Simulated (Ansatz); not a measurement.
# wB97X/def2-SVP run of CH4ClFOSi (SMILES C[Si](O)(F)Cl)

What is the vertical ionisation energy of CH4ClFOSi at wB97X/def2-SVP? 

The results are computed with Ansatz 0.2.0.

118 further runs of the same task are left out: 118 set aside as unsound or not needed.

## (1) The structure to begin with

The species is CH4ClFOSi (9 atoms), meant as a singlet with charge 0. As SMILES, `C[Si](O)(F)Cl`. Geometry: relaxed at PBE0-D4/def2-TZVP. This is one conformer, not always the lowest.

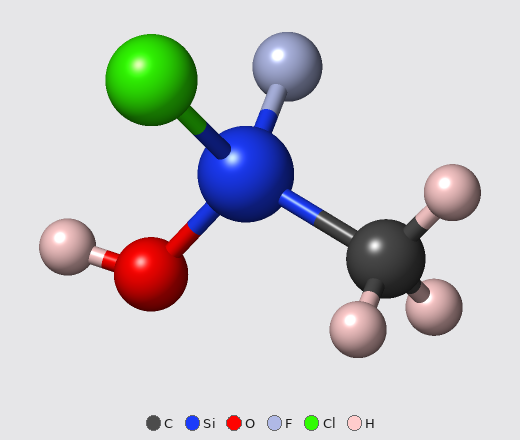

Viewed from a chosen angle; carbon dark grey, silicon blue, oxygen red, fluorine light blue, chlorine green, hydrogen pink.

## (2) A single-point energy at wB97X/def2-SVP

The input, job.yaml:

```yaml
crystal:
  periodic: [false, false, false]
  atoms:
    - {symbol: C, position_ang: [-1.142400, -0.178600, 0.512200]}
    - {symbol: Si, position_ang: [0.561300, 0.218400, -0.038000]}
    - {symbol: O, position_ang: [1.048100, -0.886600, -1.122500]}
    - {symbol: F, position_ang: [1.553300, 0.230300, 1.206200]}
    - {symbol: Cl, position_ang: [0.689400, 2.097500, -0.845100]}
    - {symbol: H, position_ang: [-1.833600, -0.141900, -0.331500]}
    - {symbol: H, position_ang: [-1.476300, 0.534700, 1.267700]}
    - {symbol: H, position_ang: [-1.171800, -1.182300, 0.942400]}
    - {symbol: H, position_ang: [1.860700, -0.738000, -1.608600]}
basis:
  gaussian:
    orbitals: def2-SVP
hamiltonian:
  xc: {name: wB97X}
accuracy: high
output: {orbitals: {seedname: orbitals}}
```

Launch:

```bash
$ ansatz run job.yaml --threads 1 --pin off --max-ram 3480MiB --events-out events.jsonl --progress --plain --runs-dir runs
```

The program printed:

```text
Warning: RAYON_NUM_THREADS=1 ignored (pool sized by the plan → 1); use --threads N
Functional definition: wB97X
  name "wB97X"
  parameter omega = 0.3/bohr
  parameter cx = 0.157706
  parameter cx1 = 0.726479
  parameter cx2 = 1.04760
  parameter cx3 = -5.70635
  parameter cx4 = 13.2794
  parameter css1 = -4.33879
  parameter css2 = 18.2308
  parameter css3 = -31.7430
  parameter css4 = 17.2901
  parameter cos1 = 2.37031
  parameter cos2 = -11.3995
  parameter cos3 = 6.58405
  parameter cos4 = -3.78132
  exchange = spin_sum(e_x_unif_sr(omega)*poly(b97_u_x, 1 - cx, cx1, cx2, cx3, cx4)) + cx*exact_x_sr(omega)
      + exact_x_lr(omega)
  correlation = spin_sum(e_c_pw_same_spin*poly(b97_u_same, 1, css1, css2, css3, css4))
      + integral(e_c_pw_opposite_spin*poly(b97_u_opposite, 1, cos1, cos2, cos3, cos4))
2120 factors; integrals over basis functions are off by at most 8.4e-9 eV
373 factors; integrals over basis functions are off by at most 2.2e-9 eV
mean field evaluation 1: about -26253.4176 eV, gradient 5.4e1 eV
mean field evaluation 2: about -26254.3356 eV, gradient 5.2e1 eV
mean field evaluation 4: about -26258.7280 eV, gradient 1.2e0 eV
mean field evaluation 8: about -26258.8675 eV, gradient 1.4e-1 eV
mean field evaluation 16: about -26258.8675 eV, gradient 1.2e-5 eV
mean field -26258.86750576 eV, -964.9955819368 hartree, gradient 5.0e-8 eV, S^2 0.000000; 0 other end points of the search recorded, 0 dependent functions left out
reference -26258.86750307 eV, -964.9955818383 hartree; 29, 29 occupied and 69, 69 virtual orbitals, 2120 factors
Total energy: -26258.86750307 eV, -964.9955818383 hartree
```

It took 28 s on 1 thread of Arm Neoverse V2, shared host; peak memory 0.6 GiB.

## (3) The doublet cation

Edit job.yaml of step 2 so:

```diff
@@ -17,3 +17,7 @@
   xc: {name: wB97X}
+output: {orbitals: {seedname: orbitals}}
+total_charge: 1
 accuracy: high
-output: {orbitals: {seedname: orbitals}}
+magnetization:
+  spin_polarized: true
+  initial_magnetization: 1
```

Launch:

```bash
$ ansatz run job.yaml --threads 1 --pin off --max-ram 3480MiB --events-out events.jsonl --progress --plain --runs-dir runs
```

The program printed, shortened:

```text
Warning: RAYON_NUM_THREADS=1 ignored (pool sized by the plan → 1); use --threads N
[... 2 set-up lines as earlier in the session ...]
[...]
      + exact_x_lr(omega)
[...]
      + integral(e_c_pw_opposite_spin*poly(b97_u_opposite, 1, cos1, cos2, cos3, cos4))
2120 factors; integrals over basis functions are off by at most 8.4e-9 eV
373 factors; integrals over basis functions are off by at most 2.2e-9 eV
[...]
mean field -26246.98337047 eV, -964.5588480204 hartree, gradient 7.9e-8 eV, S^2 0.758119; 6 other end points of the search recorded, 0 dependent functions left out
reference -26246.98336785 eV, -964.5588479242 hartree; 29, 28 occupied and 69, 70 virtual orbitals, 2120 factors
Total energy: -26246.98336785 eV, -964.5588479242 hartree
```

Wall time 3.2 min (1 thread of Arm Neoverse V2, shared host); peak memory 1.1 GiB.

## (4) What came out

At wB97X/def2-SVP:

| quantity | value |
| --- | --- |
| singlet CH4ClFOSi: total energy | -964.99558 Eh |
| singlet CH4ClFOSi: HOMO energy | -11.56 eV |
| singlet CH4ClFOSi: LUMO energy | 3.50 eV |
| singlet CH4ClFOSi: HOMO–LUMO gap | 15.05 eV |
| doublet cation: total energy | -964.55885 Eh |
| doublet cation: HOMO energy (highest over α and β) | -17.89 eV |
| doublet cation: LUMO energy (lowest over α and β) | -12.13 eV |
| doublet cation: ⟨S²⟩ | 0.758 |
| vertical ionisation energy (to the doublet cation) | 11.884 eV |

**Reading.** The vertical ionisation energy comes to 11.88 eV (1147 kJ/mol). The negative HOMO energy of the first species, 11.56 eV, lies 0.33 eV below that difference.
